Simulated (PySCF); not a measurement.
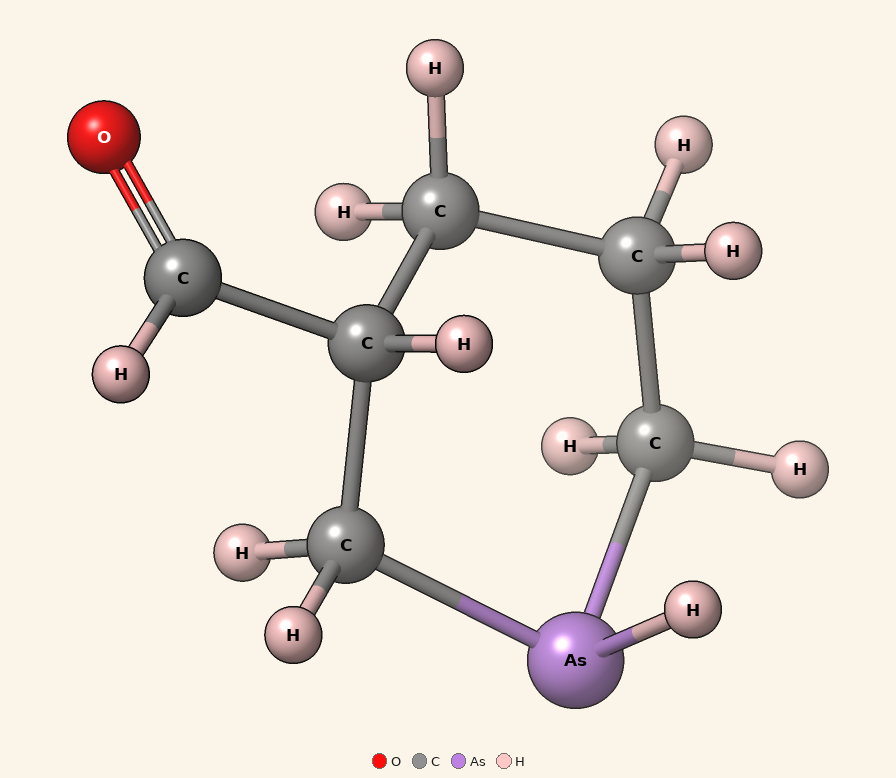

Distant atoms are faded towards the background colour. The computed structure is the end point of a PBE0-D3(BJ)/def2-SVP optimisation. No frequency run is at hand to confirm it as a minimum.

List the symmetry elements and name the point group.

Answer. It has no symmetry element but the identity, so the point group is C1. The group has 1 operation. The geometry is chiral, and symmetry allows a dipole moment.
